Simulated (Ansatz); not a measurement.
# USVWN5/cc-pVTZ run of AlBr2 (SMILES [Br][Al][Br])

What is the vertical ionisation energy of AlBr2 at USVWN5/cc-pVTZ? 

The calculation is run with Ansatz 0.2.0.

14 further runs of the same task are left out: 14 set aside as unsound or not needed. Runs told in other sessions of the task aren't counted.

## Step 1: The system as given

AlBr2 has 3 atoms, charge 0, and is taken as a doublet. As SMILES, `[Br][Al][Br]`. The shape is that of a PBE0-D4/def2-TZVP optimisation.

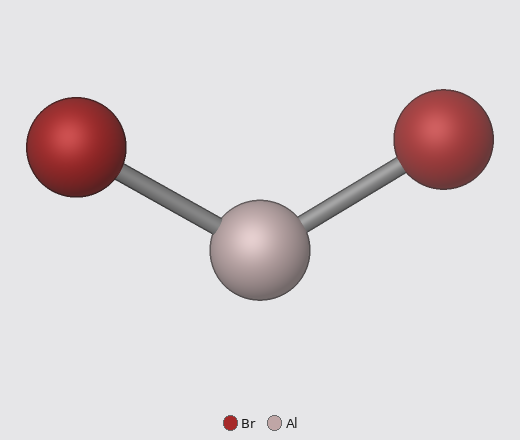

Viewed from a chosen angle; bromine red, aluminium light grey.

## Step 2: The energy at USVWN5/cc-pVTZ

File job.yaml:

```yaml
crystal:
  periodic: [false, false, false]
  atoms:
    - {symbol: Br, position_ang: [0.607000, 1.799800, 0.519400]}
    - {symbol: Al, position_ang: [0.569000, -0.451900, 0.265200]}
    - {symbol: Br, position_ang: [-1.186900, -1.412700, -0.797800]}
basis:
  gaussian: {orbitals: cc-pVTZ}
magnetization: {spin_polarized: true, initial_magnetization: 1}
hamiltonian: {xc: {name: SVWN5}}
accuracy: high
output: {orbitals: {seedname: orbitals}}
```

On the command line:

```sh
$ ansatz run job.yaml --threads 1 --pin off --max-ram 2610MiB --events-out events.jsonl --progress --plain --runs-dir runs
```

The log of the run:

```text
Warning: RAYON_NUM_THREADS=1 ignored (pool sized by the plan → 1); use --threads N
Functional definition: SVWN5
  name "SVWN5"
  exchange = slater_x
  correlation = vwn5_c
1722 factors; integrals over basis functions are off by at most 3.9e-9 eV
mean field evaluation 1: about -146472.7691 eV, gradient 1.2e1 eV
mean field evaluation 2: about -146472.1791 eV, gradient 1.5e1 eV
mean field evaluation 4: about -146473.6111 eV, gradient 1.4e0 eV
mean field evaluation 8: about -146473.6225 eV, gradient 1.7e-2 eV
mean field evaluation 16: about -146473.6225 eV, gradient 1.0e-6 eV
mean field -146473.62253347 eV, -5382.8063447179 hartree, gradient 6.3e-8 eV, S^2 0.751461; 0 other end points of the search recorded, 0 dependent functions left out
reference -146473.62253592 eV, -5382.8063448078 hartree; 42, 41 occupied and 78, 79 virtual orbitals, 1722 factors
Total energy: -146473.62253592 eV, -5382.8063448078 hartree
```

Run time: 9.3 s. Hardware: 1 thread of Arm Neoverse V2, shared host; peak memory 0.31 GiB.

## Step 3: The singlet cation

File run.yaml:

```yaml
crystal:
  periodic: [false, false, false]
  atoms:
    - symbol: Br
      position_ang: [0.607000, 1.799800, 0.519400]
    - symbol: Al
      position_ang: [0.569000, -0.451900, 0.265200]
    - symbol: Br
      position_ang: [-1.186900, -1.412700, -0.797800]
basis:
  gaussian:
    orbitals: cc-pVTZ
total_charge: 1
hamiltonian:
  xc: {name: SVWN5}
accuracy: high
output: {orbitals: {seedname: orbitals}}
```

On the command line:

```sh
$ ansatz run run.yaml --threads 1 --pin off --max-ram 2610MiB --events-out events.jsonl --progress --plain --runs-dir runs
```

The log of the run:

```text
Warning: RAYON_NUM_THREADS=1 ignored (pool sized by the plan → 1); use --threads N
[... 4 set-up lines as earlier in the session ...]
1722 factors; integrals over basis functions are off by at most 3.9e-9 eV
mean field evaluation 1: about -146460.5734 eV, gradient 3.6e1 eV
mean field evaluation 2: about -146424.2008 eV, gradient 1.0e2 eV
mean field evaluation 4: about -146464.6539 eV, gradient 1.2e1 eV
mean field evaluation 8: about -146465.1318 eV, gradient 4.1e-1 eV
mean field evaluation 16: about -146465.1323 eV, gradient 1.1e-5 eV
mean field -146465.13225025 eV, -5382.4943325644 hartree, gradient 2.3e-8 eV, S^2 0.000000; 0 other end points of the search recorded, 0 dependent functions left out
reference -146465.13225292 eV, -5382.4943326624 hartree; 41, 41 occupied and 79, 79 virtual orbitals, 1722 factors
Total energy: -146465.13225292 eV, -5382.4943326624 hartree
```

Run time: 6.9 s. Hardware: 1 thread of Arm Neoverse V2, shared host; peak memory 0.27 GiB.

## Step 4: Results

At USVWN5/cc-pVTZ:

| quantity | value |
| --- | --- |
| doublet AlBr2: total energy | -5382.80634 Eh |
| doublet AlBr2: HOMO energy (highest over α and β) | -5.59 eV |
| doublet AlBr2: LUMO energy (lowest over α and β) | -4.55 eV |
| doublet AlBr2: ⟨S²⟩ | 0.751 |
| singlet cation: total energy | -5382.49433 Eh |
| singlet cation: HOMO energy | -12.97 eV |
| singlet cation: LUMO energy | -11.29 eV |
| singlet cation: HOMO–LUMO gap | 1.68 eV |
| vertical ionisation energy (to the singlet cation) | 8.490 eV |

What this shows: Removing an electron at fixed nuclei costs 8.49 eV (196 kcal/mol). Only the singlet of the ionised species was computed; a triplet could lie lower.
